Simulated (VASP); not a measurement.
Band structure of AsIr2 (space group P4/nmm). Computed with PBE GGA, VASP's PBE PAW potentials (set 64) (plane waves; VASP).

Unless said otherwise, spin-orbit coupling is left out, though it shifts the bands of the heavy elements here.

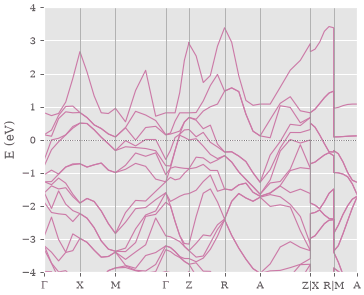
Figure. Bands along high-symmetry lines, zero at the valence-band maximum or, without a gap, the Fermi level

**Question.** Read the plot: is there a gap, and where are the band edges?

**Answer.** It has no gap at this level: it comes out as a metal or semimetal.

The structure was generated: AsIr2 was put into an ordered model structure, which need not be its known phase. The cell was not relaxed at this level. The k-mesh is coarse (spacing up to 0.35 per Å, 2π included), so the numbers may not be converged in it.
